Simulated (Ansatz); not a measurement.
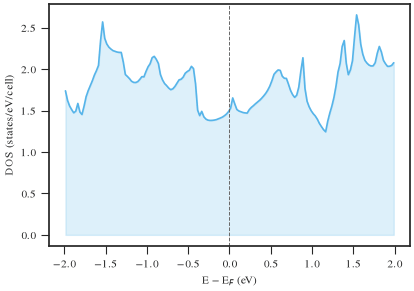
Figure. Density of states of MoPt (P-6m2) near the Fermi level, Ansatz (a quantum-chemistry and plane-wave program) with PBEsol, rigid bands.

**Question.** With 2 atoms a cell, what bare Sommerfeld coefficient γ = (π²/3) k_B² N(E_F) follows?

**Answer.** N(E_F) ≈ 1.51 states/eV a cell at 300 K, so γ ≈ 1.78 mJ/(mol of atoms·K²), before many-body enhancement (phonons, spin fluctuations, correlation).

**Question.** How far does the Fermi level move in a rigid band for 0.1 electron a cell added or removed?

**Answer.** 65 meV and -68 meV.

A metal at this level (no band gap); rigid bands, thermally averaged at 300 K, both spins. Spin-orbit coupling is left out, which matters with elements this heavy. Geometry: cell and atoms relaxed with PBEsol.

Computed structure with no diffraction record at hand here (it may be known, metastable or hypothetical): MoPt (P-6m2).
